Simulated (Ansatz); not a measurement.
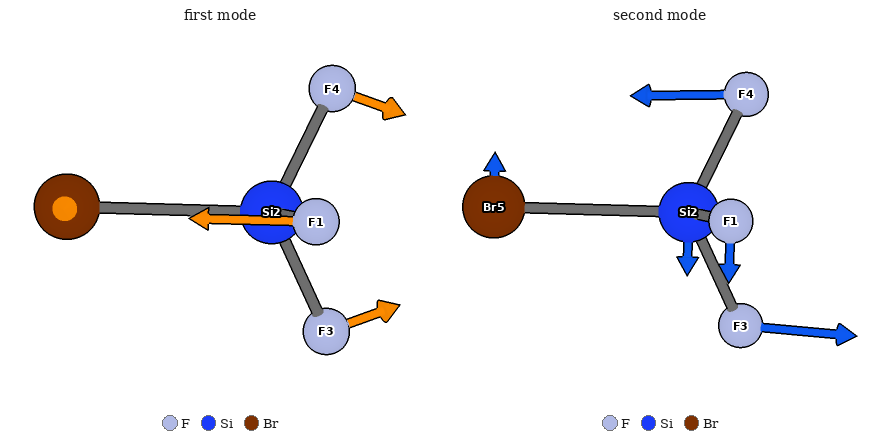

Two computed energy maps of BrF3Si, SMILES F[Si](F)(F)Br. The picture above is the structure of the first map; its two panels give the patterns of the first and the second mode as arrows.

Map 1

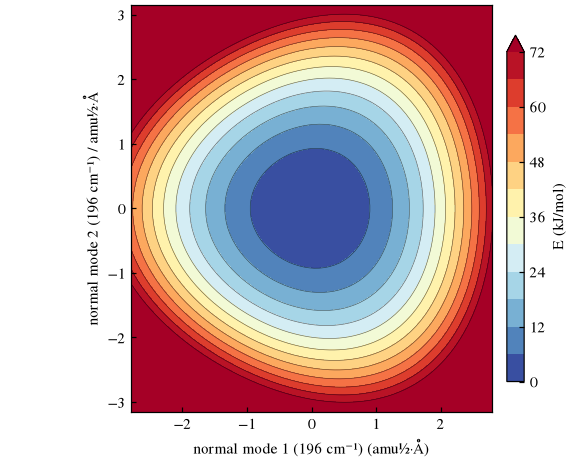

BrF₃Si, SMILES F[Si](F)(F)Br. First axis: normal mode 1 (196 cm⁻¹). Second axis: normal mode 2 (196 cm⁻¹). Nothing is relaxed (straight displacements along the two mass-weighted modes). The scan uses an 11 × 11 grid. Points are written as (first, second). All energies are given in kJ/mol relative to the lowest grid point. These are results of RKS BHLYP-D4/def2-SVP in Ansatz 0.2.0, not measurements.

In the figure: filled contours, one colour for all values above the top of the scale. Between grid points the surface is interpolated.

Map 2

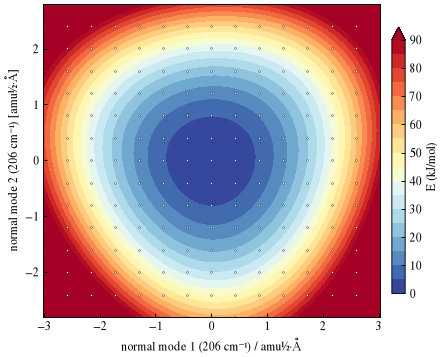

BrF₃Si, SMILES F[Si](F)(F)Br. Coordinates scanned: (1) normal mode 1 (206 cm⁻¹); (2) normal mode 2 (206 cm⁻¹). Nothing is relaxed (straight displacements along the two mass-weighted modes). Grid: 15 × 15 points. Points are written as (first, second). Energies are in kJ/mol, from the relaxed molecule at the same level. These are results of RHF/def2-SVP (Ansatz 0.2.0), not measurements.

The picture shows filled contours, dots at the grid points, one colour for all values above the top of the scale. Between grid points the surface is interpolated.

Q: Summarise the maps one by one.

A: Map 1: The lowest grid point is at (0.00 amu½·Å, 0.00 amu½·Å). It is the only kind of minimum in the scanned range. The highest grid point, (−2.80 amu½·Å, 3.16 amu½·Å), lies 186 kJ/mol above the lowest.
Map 2: The lowest grid point is at (0.00 amu½·Å, 0.00 amu½·Å), 0 kJ/mol from the relaxed molecule at the same level. It is the only kind of minimum in the scanned range. The highest grid point, (−3.02 amu½·Å, −2.81 amu½·Å), lies 195 kJ/mol above the lowest.

Q: Maps 1, 2 start from a relaxed reference structure. Do they show a way to lower its energy?

A: No. In each of them the reference is the lowest point, within the accuracy of the grid, so it is stable against the distortions scanned (other distortions weren't tried).
